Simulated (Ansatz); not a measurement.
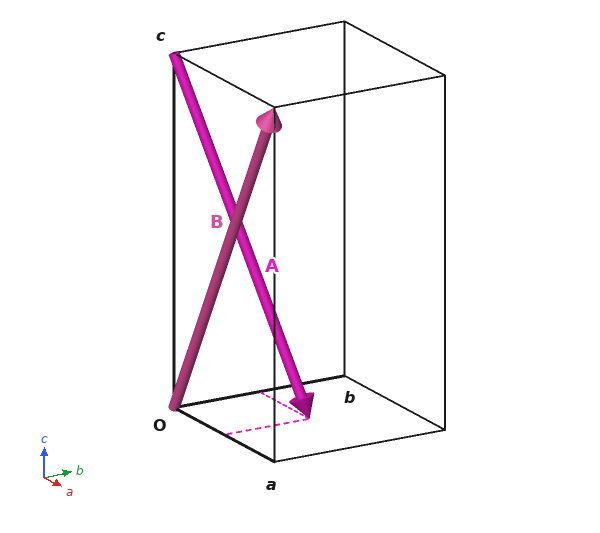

Crystal: Al4AsN3, the geometry relaxed with DFT, PBE, plane waves, PAW (Ansatz); the starting structure was generated, so it need not be a known form of this composition. Each arrow starts at a corner of the unit cell and ends on its surface; where a tip isn't a corner, dashed lines run from it parallel to the axes. All values are computed from the atomic coordinates in the standard setting (tolerance 0.002 Å).

a = 4.806 Å, b = 4.806 Å, c = 9.070 Å, α = 90.00°, β = 90.00°, γ = 90.00°.

### Give [uvw] of each arrow.

Arrow A runs from (0, 0, 1) to (1/2, 1/2, 0), so [1 1 −2]; Arrow B runs from (0, 0, 0) to (1, 0, 1), so [1 0 1].

### How long is the vector ua + vb + wc in each case, and what angles do the directions make?

A 19.371 Å; B 10.264 Å. A–B: 135.3°.

### In I-42m, No. 121, how many directions are equivalent to A (Laue class 4/mmm, both senses counted)?

8.
